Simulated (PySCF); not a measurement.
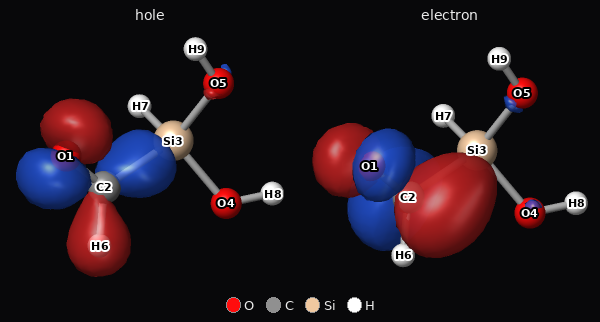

Figure 1: CH4O3Si, SMILES `O=C[SiH](O)O`. Leading natural transition orbital pair of S₁ (TDA singlet states); the surfaces enclose about 70 % of each orbital's density.

Computed with PySCF, PBE0/def2-SVPD, geometry: GFN2-xTB. No frequency check shows the geometry to be a minimum.

Coordinates in Å:

```
O1      -2.2699    0.1032    0.0715
C2      -1.2929   -0.6053    0.1085
Si3      0.4560    0.0113   -0.3695
O4       1.4471   -1.0850    0.2807
O5       0.7791    1.4527    0.3070
H6      -1.4070   -1.6618    0.4267
H7       0.5898    0.0912   -1.8208
H8       2.3742   -0.9013    0.4097
H9       0.1656    2.1785    0.2326
```

Q: Give its energy and the atoms that hole and electron lie on.

A: 3.15 eV (394 nm), f = 0.002 (very weak); the leading pair carries 100 %; hole on O1 (54 %), C2 (18 %) and H6 (11 %), electron on C2 (44 %), O1 (33 %) and Si3 (12 %); their centroids lie 0.3 Å apart. In canonical orbitals it is mainly HOMO → LUMO (98 %). The HOMO–LUMO gap is 5.30 eV.
